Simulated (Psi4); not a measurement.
**r2SCAN/def2-SVP (core potential) run of SnH2F2 (SMILES [F][SnH2][F])**

Aim: the vertical ionisation energy of SnH2F2 at r2SCAN/def2-SVP (core potential), from 2 runs. 

The results are computed with Psi4 1.11.

### 1 The molecule

SnH2F2 has 5 atoms, charge 0, and is taken as a singlet. SMILES: `[F][SnH2][F]`. The shape is that of a PBE0-D4/def2-TZVP optimisation.

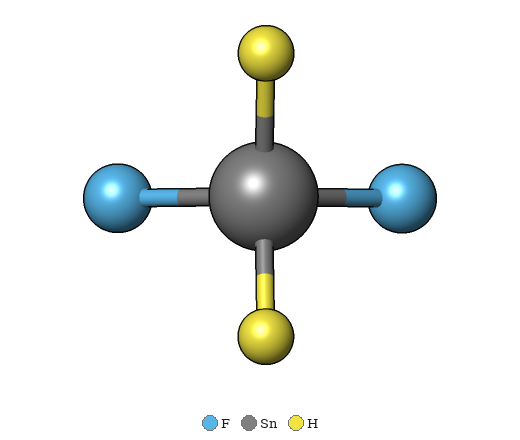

Viewed from a chosen angle; fluorine blue, tin grey, hydrogen yellow.

### 2 The energy at r2SCAN/def2-SVP (core potential)

The input, calc.py:

```python
import psi4

psi4.set_memory('2200 MB')
psi4.set_num_threads(1)
psi4.core.set_output_file('output.dat', False)

molecule = psi4.geometry("""
F     -0.64912092    -0.67330942     3.29076907
Sn     0.24358570    -0.13832795    -0.16289439
F     -2.32663080     2.09891881    -1.34624089
H     -0.16516206    -2.92359529    -1.68015550
H      2.99181440     1.49685206    -0.17952398
units au
symmetry c1
""")

options = {'basis': 'def2-SVP', 'puream': True, 'e_convergence': 1e-09, 'd_convergence': 1e-08, 'scf_type': 'pk', 'dft_radial_points': 99, 'dft_spherical_points': 590}
psi4.set_options(options)

e_tot, wfn = psi4.energy("r2scan", return_wfn=True)
psi4.oeprop(wfn, "LOWDIN_CHARGES", "WIBERG_LOWDIN_INDICES", "DIPOLE")
print('E =', round(e_tot, 9))
```

Run with:

```sh
$ python calc.py
```

output.dat, cut to the lines that bear on the results:

```text
[...]
    !!!  WARNING: ECP capability is in beta. Please check occupations closely.  !!!
[...]
  Running in c1 symmetry.
[...]
  Nuclear repulsion =  144.609737176078340
[...]
  Multiplicity = 1
[...]
  Nalpha       = 21
  Nbeta        = 21
[...]
    Number of basis functions: 64
[...]
   @RKS iter   1:  -414.90121786293901   -1.52220e+00   1.01444e-02 ADIIS/DIIS
[...]
   @RKS iter  11:  -415.04805541959763   -5.91172e-12   8.00399e-09 DIIS
[...]
    Orbital Energies [Eh]
    ---------------------
    Doubly Occupied:
       1A    -24.450678     2A    -24.450650     3A     -5.092573
       4A     -3.434240     5A     -3.432955     6A     -3.429598
       7A     -1.098013     8A     -1.085823     9A     -1.020600
      10A     -1.019382    11A     -1.017712    12A     -1.002611
      13A     -0.980804    14A     -0.509583    15A     -0.380190
      16A     -0.379234    17A     -0.375485    18A     -0.334278
      19A     -0.333006    20A     -0.331124    21A     -0.311453
[...]
  @RKS Final Energy:  -415.04805541959763
   => Energetics <=
    Nuclear Repulsion Energy =            144.6097371760783403
    One-Electron Energy =                -945.0151322518132702
    Two-Electron Energy =                 425.1650562797354382
    DFT Exchange-Correlation Energy =     -39.8077166235980542
    Empirical Dispersion Energy =           0.0000000000000000
    VV10 Nonlocal Energy =                  0.0000000000000000
    Total Energy =                       -415.0480554195976310
[...]
 Multipole Moments:
 ------------------------------------------------------------------------------------
     Multipole            Electronic (a.u.)      Nuclear  (a.u.)        Total (a.u.)
 ------------------------------------------------------------------------------------
 L = 1.  Multiply by 2.5417464519 to convert [e a0] to [Debye]
 Dipole X            :         13.1705587          -12.1669827            1.0035760
 Dipole Y            :         -6.4741697            5.9808578           -0.4933119
 Dipole Z            :         -8.6345688            7.9766790           -0.6578899
 Magnitude           :                                                    1.2974362
[...]
```

On the terminal:

```text
E = -415.04805542
```

Run time: 28 s. Hardware: 1 thread of Intel Xeon at 2.50GHz (Skylake/Cascade Lake), shared host; peak memory 1.3 GiB.

### 3 The doublet cation: energy and forces at U-r2SCAN/def2-SVP (core potential)

The input, calc.in:

```
memory 2200 mb

molecule system {
  1 2
  F
  Sn 1 1.908777
  F 2 1.908826 1 103.28226
  H 2 1.692281 1 107.06537 3 -112.82323
  H 2 1.69228 4 123.55331 1 124.88985
  symmetry c1
  no_reorient
  no_com
}

set reference uks
set puream true
set e_convergence 1e-09
set d_convergence 1e-08
set scf_type pk
set dft_radial_points 99
set dft_spherical_points 590
set maxiter 100

e_tot, wfn = gradient("r2scan/def2-SVP", return_wfn=True)
oeprop(wfn, "MAYER_INDICES", "MULLIKEN_CHARGES", "DIPOLE", title="R2SCAN")
```

Run with:

```sh
$ psi4 calc.in calc.out -n 1
```

calc.out, cut to the lines that bear on the results:

```text
[...]
    !!!  WARNING: ECP capability is in beta. Please check occupations closely.  !!!
[...]
  Running in c1 symmetry.
[...]
  Nuclear repulsion =  144.609739608960439
[...]
  Multiplicity = 2
[...]
  Nalpha       = 21
  Nbeta        = 20
[...]
    Number of basis functions: 64
[...]
   @UKS iter   1:  -414.46104502263807   -1.09003e+00   9.46434e-03 ADIIS/DIIS
[...]
   @UKS iter  16:  -414.61486824598421   -9.66338e-13   4.40757e-09 DIIS
[...]
   @S^2 Observed:                7.636438281E-01
[...]
  @UKS Final Energy:  -414.61486824598421
   => Energetics <=
    Nuclear Repulsion Energy =            144.6097396089604388
    One-Electron Energy =                -933.4547130776350059
    Two-Electron Energy =                 413.6352685922214505
    DFT Exchange-Correlation Energy =     -39.4051633695311381
    Empirical Dispersion Energy =           0.0000000000000000
    VV10 Nonlocal Energy =                  0.0000000000000000
    Total Energy =                       -414.6148682459842121
[...]
  -Total Gradient:
     Atom            X                  Y                   Z
    ------   -----------------  -----------------  -----------------
       1        0.000000107409    -0.000863679562     0.011773302232
       2       -0.000002568362     0.004629232836     0.003643892193
       3        0.000000173314     0.011238632195    -0.003540523595
       4        0.011852320728    -0.007597120142    -0.006013397465
       5       -0.011849990981    -0.007596945660    -0.006013334376
[...]
 Multipole Moments:
 ------------------------------------------------------------------------------------
     Multipole            Electronic (a.u.)      Nuclear  (a.u.)        Total (a.u.)
 ------------------------------------------------------------------------------------
 L = 1.  Multiply by 2.5417464519 to convert [e a0] to [Debye]
 Dipole X            :          0.0000444           -0.0000620           -0.0000176
 Dipole Y            :         13.6399350          -12.3347082            1.3052268
 Dipole Z            :         10.7945861           -9.7615837            1.0330024
 Magnitude           :                                                    1.6645453
[...]
```

Run time: 66 s. Hardware: 1 thread of Intel Xeon at 2.50GHz (Skylake/Cascade Lake), shared host; peak memory 1.3 GiB.

### 4 Outcome

At r2SCAN/def2-SVP (core potential):

| quantity | value |
| --- | --- |
| singlet SnH2F2: total energy | -415.04806 Eh |
| singlet SnH2F2: dipole moment | 3.30 D |
| singlet SnH2F2: HOMO energy | -8.48 eV |
| singlet SnH2F2: LUMO energy | -1.35 eV |
| singlet SnH2F2: HOMO–LUMO gap | 7.13 eV |
| doublet cation: total energy | -414.61487 Eh |
| doublet cation: HOMO energy (highest over α and β) | -15.93 eV |
| doublet cation: LUMO energy (lowest over α and β) | -15.06 eV |
| doublet cation: ⟨S²⟩ | 0.764 |
| doublet cation: largest force on an atom | 0.787 eV/Å |
| vertical ionisation energy (to the doublet cation) | 11.788 eV |

**Reading.** The vertical ionisation energy comes to 11.79 eV (272 kcal/mol). −ε(HOMO) before ionisation, 8.48 eV, is 3.31 eV below this ionisation energy. Mulliken charges (doublet cation) run from -0.24 on F1 to +1.15 on Sn2.
